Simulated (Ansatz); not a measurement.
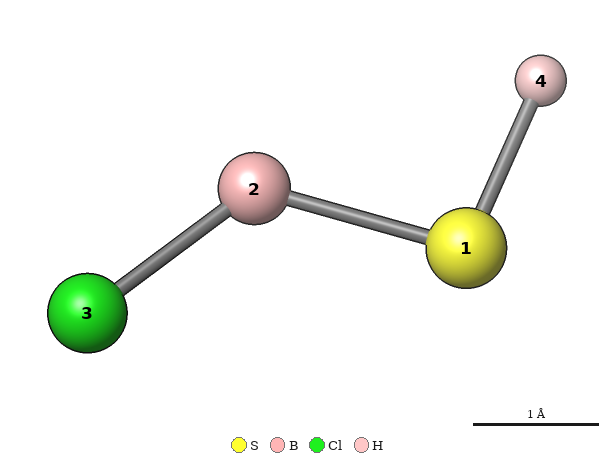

Figure made from data computed with Ansatz.

Orthographic view. Depth is shown by fading: the farther an atom, the more it takes the colour of the background. Charge 0, doublet. Geometry: moved along internal coordinates away from the minimum.

Give the geometry as a Z-matrix, atoms in numerical order, with these reference atoms: 2 to 1; 3 to 2, 1; 4 to 1, 2, 3.

```
S  
B    1   1.766
Cl   2   1.722   1   124.8
H    1   1.563   2    96.3   3   180.0
```
